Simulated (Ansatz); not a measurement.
# Response to strain in Pt

Start from Pt in the fcc (Cu type) structure (space group Fm-3m, No. 225; a = 3.9418 Å; relaxed with 0.1 eV smearing).

Strains are applied to the cell and any free atomic positions relax.

Calculations: DFT with r2SCAN, PAW potentials and a 500 eV plane-wave cutoff in Ansatz (a program for electronic structure), scalar-relativistic without spin-orbit coupling.

Notes on the quantities. energy relative to the base: free energy F.

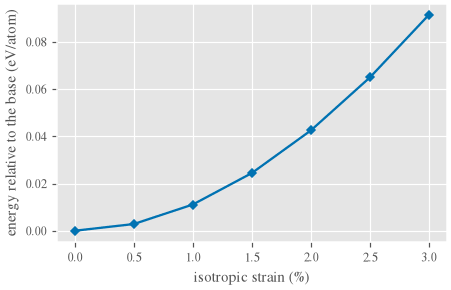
Figure: Energy relative to the base against isotropic strain

```tsv
isotropic strain (%)	energy relative to the base
0.5	+2.8 meV/atom
1	+11 meV/atom
1.5	+24 meV/atom
2	+42 meV/atom
2.5	+65 meV/atom
3	+91 meV/atom
```

Stability against distortions was not tested. All final runs are without spin polarisation. Pt lies near a magnetic instability that expansion can trigger; it was not tested.
